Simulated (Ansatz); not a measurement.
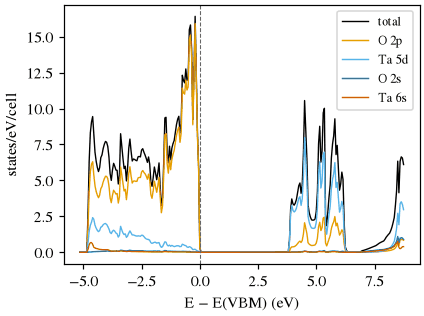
Figure: Total and projected density of states of LiTaO₃ in space group R3c (No. 161; Li on 6a, Ta on 6a, O on 18b), plane-wave PAW PBE (Ansatz code)

**Question.** Which orbitals carry the states next to the gap?

**Answer.** Top 1 eV of the valence band: O 2p 95 %. Bottom 1 eV of the conduction band: Ta 5d 80 %, O 2p 17 %. Projections are on Löwdin-orthogonalised atomic valence shells; empty p or d shells of many metals are not among them.

The cell was relaxed with PBE under the symmetry of its start. The run is not spin-polarised. Scalar-relativistic: spin–orbit coupling is off unless named, which matters more the heavier the elements.

Potentials: the earlier of the program's two PAW sets.
